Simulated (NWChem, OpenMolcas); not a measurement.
## NH (imidogen): the lowest excitation energy, rung by rung

NH has 2 atoms, charge 0, and is taken as a triplet. As SMILES, `[NH]`. Geometry: the measured bond length.

```csv
atom,x (Å),y (Å),z (Å)
N,0.0000,0.0000,0.0000
H,0.0000,0.0000,1.0362
```

Each level gives the lowest excitation energy (eV). The values are calculated.

```json
{"level": "TDA-LC-PBE/STO-3G", "kind": "perturbation theory", "program": "NWChem", "value (eV)": "5.07", "CPU time": "1.1 s"}
{"level": "CASPT2(6,5)/3-21G", "kind": "multireference", "program": "OpenMolcas", "value (eV)": "3.95", "CPU time": "3.8 s"}
{"level": "CASPT2(6,5)/6-31G* (spherical functions)", "kind": "multireference", "program": "OpenMolcas", "value (eV)": "3.91", "CPU time": "4.7 s"}
{"level": "FCI/3-21G", "kind": "exact in the basis", "program": "OpenMolcas", "value (eV)": "3.98", "CPU time": "2.5 s"}
{"level": "FCI/6-31G* (spherical functions)", "kind": "exact in the basis", "program": "OpenMolcas", "value (eV)": "4.01", "CPU time": "25 s"}
```

The values span 3.91 to 5.07 eV. High-level rows in very small sets aren't better than simpler rows in larger ones. Times are those of the runs behind each value, whatever else they computed, on shared processors of several kinds: orders of magnitude only.

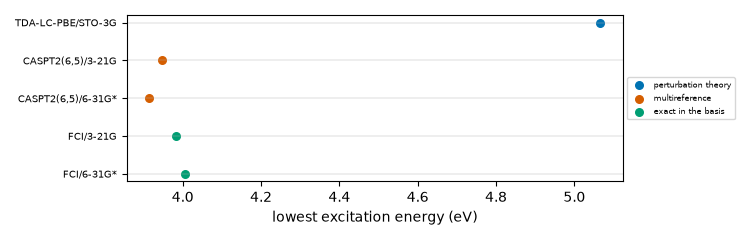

The values of the table, level by level.
